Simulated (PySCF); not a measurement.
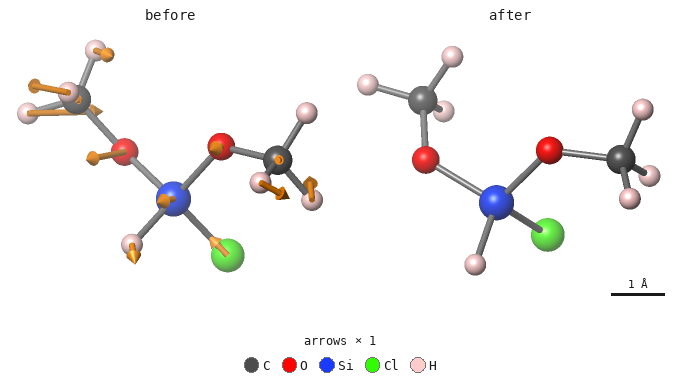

The structure of C₂H₇ClO₂Si before (left) and after (right) a relaxation, at one scale. The orange arrows give the displacements, at their true length.

Style: ball-and-stick. Shown at a tilt.

The start comes from GFN2-xTB. Its atoms were then displaced at random by about 0.01 Å.

Level of theory: PBE0-D3(BJ)/def2-SVP geometry optimisation, gas phase (PySCF). 

Q: Describe what moved and what it gained.

A: The largest move after the best rigid fit is that of an H atom, 1.58 Å. Largest moves by element: H 1.58 Å, O 1.28 Å, Si 0.56 Å, Cl 0.55 Å, C 0.17 Å. Near-neighbour distances that change, for instance: Cl–Si 1.984 → 2.073 Å, O–Si 1.613 → 1.643 Å, C–H 1.072 → 1.100 Å, C–O 1.378 → 1.402 Å. Among the angles between lasting bonds that change: Cl–Si–O 102.4° → 110.1°, O–Si–Cl 113.0° → 107.2°, Si–O–C 131.1° → 125.6°. Groups turn about C–O by about 175°, O–Si by about 120°. Over 31 geometry steps the energy falls by 0.309 eV. The run took 5.9 min on 1 thread of Arm Neoverse N1, with other jobs on the host.
